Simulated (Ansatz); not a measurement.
**The cluster B4H3: the relaxed shape and its frontier levels**

What does the cluster B4H3 look like as a doublet, and where do its frontier electrons sit?

Computed with Ansatz 0.2.0, Gaussian basis. Level: UKS PBE0-D4/def2-TZVP.

The runs, in order: relaxation at B3LYP-D4/def2-TZVP; a search for the lowest solution at PBE0-D4/def2-SVP; a single point at PBE0-D4/def2-TZVP; harmonic vibrations at B3LYP-D4/def2-TZVP.

1 further run of the same task is left out (set aside as unsound or not needed). Runs told in other sessions of the task aren't counted.

## Step 1: The starting structure

7 atoms, charge 0, spin multiplicity 2.

Atoms are counted from 1 here; the program's logs count them from 0.

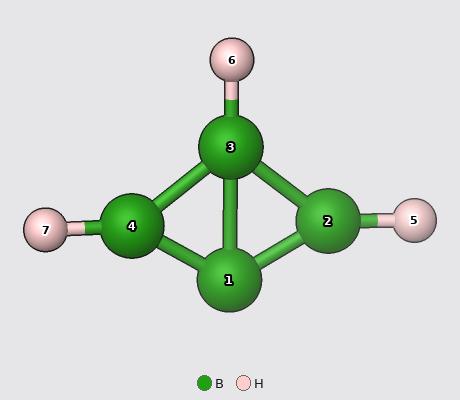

Start geometry, drawn with boron green, hydrogen pink; atoms are numbered from 1 in the order of the file.

The start is a GFN1-xTB geometry.

## Step 2: Optimising with B3LYP-D4/def2-TZVP

Contents of in.yaml:

```yaml
crystal:
  periodic: [false, false, false]
  atoms:
    - {symbol: B, position_ang: [0.793550, -0.117520, -0.774360]}
    - {symbol: B, position_ang: [0.875710, 1.038210, 0.235550]}
    - {symbol: B, position_ang: [-0.488700, 0.071120, 0.479840]}
    - {symbol: B, position_ang: [-0.378520, -1.110630, -0.723840]}
    - {symbol: H, position_ang: [1.443000, 1.980960, 0.640690]}
    - {symbol: H, position_ang: [-1.330290, 0.193760, 1.306220]}
    - {symbol: H, position_ang: [-0.914750, -2.055910, -1.164100]}
basis:
  gaussian: {orbitals: def2-TZVP}
magnetization: {spin_polarized: true, initial_magnetization: 1}
hamiltonian: {xc: {name: B3LYP}, dispersion: d4}
scf: {lower_state_search: "off"}
output: {orbitals: {seedname: orbitals}}
relax: {f_tol: 0.02, max_steps: 100}
```

The run is started by

```sh
$ ansatz run in.yaml --threads 4 --pin off --events-out ev --progress --plain --max-ram 3916MiB
```

The runs that follow: Searching for the lowest solution, PBE0-D4/def2-SVP; Single point, PBE0-D4/def2-TZVP; Vibrations by finite differences.

**Question.** What will the summary of the whole plan be? Wanted: point group; commonest bond, hydrogen aside; HOMO, LUMO at PBE0-D4/def2-TZVP; ⟨S²⟩; dipole at B3LYP-D4/def2-TZVP; lowest, highest wavenumber.

The runs gave:

| quantity | value |
| --- | --- |
| point group | C2v |
| commonest bond, hydrogen aside | B–B, 5 of mean length 1.633 Å |
| HOMO, LUMO at PBE0-D4/def2-TZVP (over both spins) | -7.48, -4.26 eV |
| ⟨S²⟩ | 0.769 |
| dipole at B3LYP-D4/def2-TZVP | 0.94 D |
| lowest, highest wavenumber | 185, 2805 cm⁻¹ |

What this shows: The molecule keeps its bonding pattern by the stored test; the atoms moved 0.14 Å (rms), and the angle B1–B4–H7 went from 149° to 172°. All wavenumbers are real: a minimum at this level. The alpha HOMO lies nearest to B2, B3, B4 about 25 % each; B1 12 % and the alpha LUMO to B2, B4 about 36 % each; H5, H7 about 9 % each (shares on a coarse grid); over both spins the LUMO of beta spin, not drawn, take the frontier's place. Whether this spin is the lowest isn't tested here.
